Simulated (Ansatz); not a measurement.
# Cl2H2Si: what the fields show

```
atom    x (Å)    y (Å)    z (Å)
  Si  -0.1157   0.0005  -0.0809
  Cl  -0.1203  -0.0214   1.9748
  Cl   1.8140   0.0146  -0.7898
   H  -0.7933   1.2409  -0.5388
   H  -0.7848  -1.2346  -0.5652
```

Geometry: PBE-D4/def2-TZVP.

Method: Ansatz, RKS PBE0-D4/def2-TZVP.

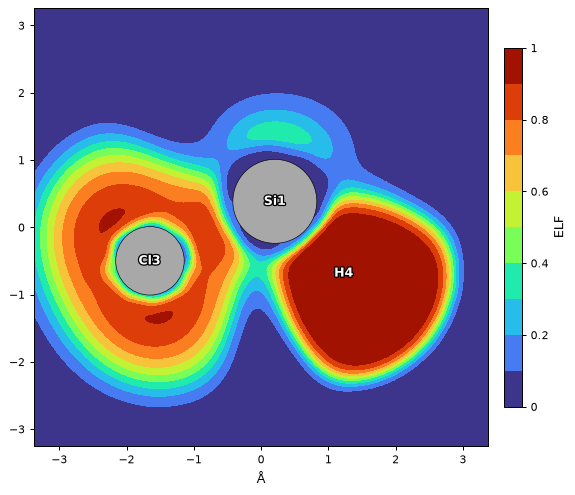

Figure 1. Electron localisation function on the plane of atoms Cl3, Si1 and H4. Grey discs cover the atomic cores.

> Interpret the plot.

- The section cuts through Si, Cl and H sites.
- Si–Cl (2.06 Å): the ELF peaks at about 0.85 between the atoms; a shared but strongly polarised pair.
- Si–H (1.49 Å): the ELF climbs to about 1 towards the hydrogen, as it does in any bond to H.
- The ELF also peaks beside Cl3, away from the bonds: lone-pair regions.

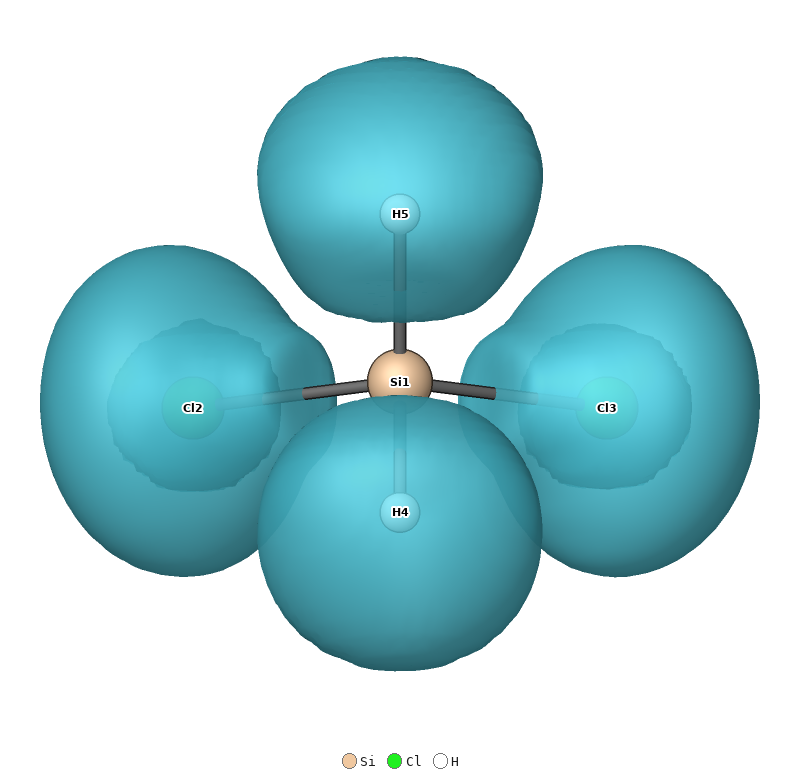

Figure 2. Isosurface of the electron localisation function at 0.75 (cyan), seen from one side. Only the valence region is drawn (cores and ρ < 0.01 e/Å³ removed).

> Describe the localisation domains.

The surface consists of two regions around hydrogen nuclei and two regions on Cl in which the atom's valence shell and bonds are merged.

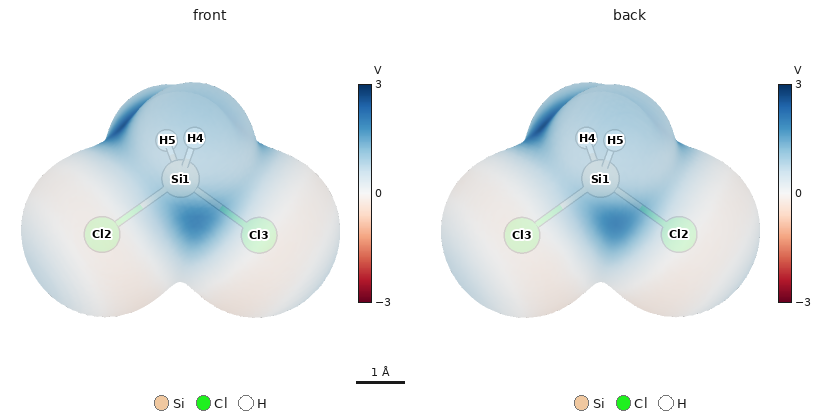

Figure 3. The molecular electrostatic potential painted on the density surface at 0.004 e/bohr³, seen from the front and from behind; red is negative and blue positive.

> Which sites attract a positive test charge, and which a negative one?

A positive charge is drawn to the negative regions and a negative charge to the positive ones. The most negative region (about −0.2 V) lies over Cl2 and Cl3, the most positive (about +2.5 V, or +58 kcal/mol for a unit charge) over Si1. Cl2 shows a σ-hole: about +0.6 V, or +14 kcal/mol for a unit charge at the tip opposite its bond, against about −0.1 V on its flanks. Cl3 shows a σ-hole: about +0.6 V, or +14 kcal/mol for a unit charge at the tip opposite its bond, against about −0.1 V on its flanks.
